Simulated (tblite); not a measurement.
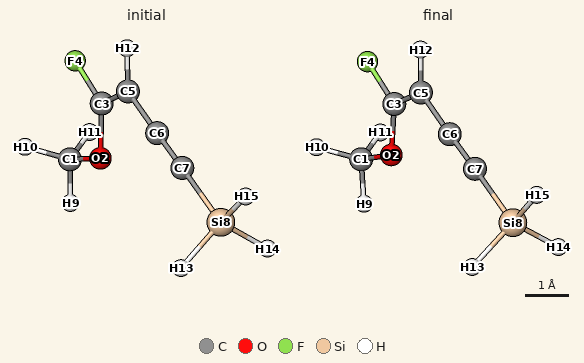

The structure of C5H7FOSi before (left) and after (right) a relaxation, at one scale.

The picture is a ball-and-stick view, seen from a free direction.

The calculation used GFN2-xTB geometry optimisation, gas phase (tblite). 

> Describe what moved and what it gained.

Over 25 geometry steps the energy falls by 16.0 kJ/mol. The largest move after the best rigid fit is that of O2, 0.086 Å. By element the largest moves are O 0.086 Å, H 0.073 Å, C 0.047 Å, F 0.024 Å, Si 0.012 Å. Near-neighbour distances that change, for instance: O2–C3 1.399 → 1.334 Å, Si8–H13 1.487 → 1.466 Å, C5–C6 1.426 → 1.405 Å, C7–Si8 1.861 → 1.842 Å. Bond angles that change, for instance: C1–O2–C3 111.0° → 117.8°, O2–C3–F4 119.2° → 115.0°, O2–C3–C5 122.7° → 125.5°.
